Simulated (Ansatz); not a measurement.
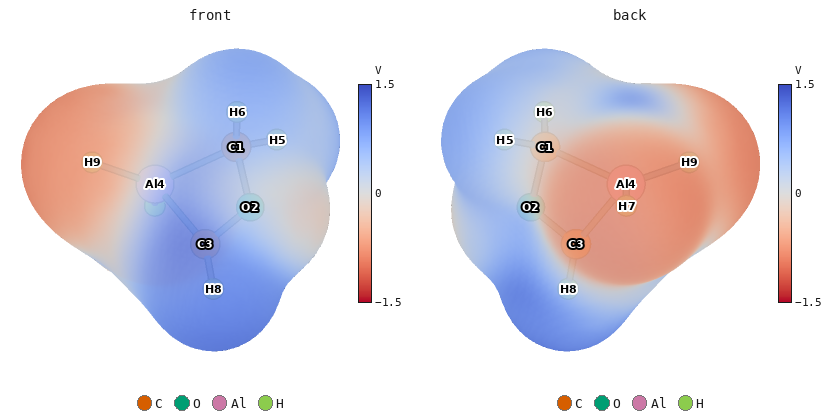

Figure. C₂H₅AlO. The electrostatic potential painted on the density surface at 0.001 e/bohr³, seen from the front and from behind; red is negative and blue positive.

Level of theory: Ansatz 0.2.0, RKS PBE/6-31G*.

```json
{"atom": "C", "x (Å)": "-0.4831", "y (Å)": "0.8772", "z (Å)": "-0.6304"}
{"atom": "O", "x (Å)": "0.7301", "y (Å)": "-0.0384", "z (Å)": "-0.8229"}
{"atom": "C", "x (Å)": "0.6039", "y (Å)": "-1.0030", "z (Å)": "0.0252"}
{"atom": "Al", "x (Å)": "-1.1918", "y (Å)": "-0.3657", "z (Å)": "0.8682"}
{"atom": "H", "x (Å)": "-0.9459", "y (Å)": "0.9182", "z (Å)": "-1.6303"}
{"atom": "H", "x (Å)": "-0.0395", "y (Å)": "1.8642", "z (Å)": "-0.4185"}
{"atom": "H", "x (Å)": "-2.4158", "y (Å)": "-1.3459", "z (Å)": "0.4827"}
{"atom": "H", "x (Å)": "1.4634", "y (Å)": "-1.7014", "z (Å)": "-0.0721"}
{"atom": "H", "x (Å)": "-0.9985", "y (Å)": "0.1392", "z (Å)": "2.3897"}
```

Q: Where is the surface potential most negative and most positive?

A: The most negative region (about −0.8 V) lies over H7 and H9, the most positive (about +1.1 V) over H8.
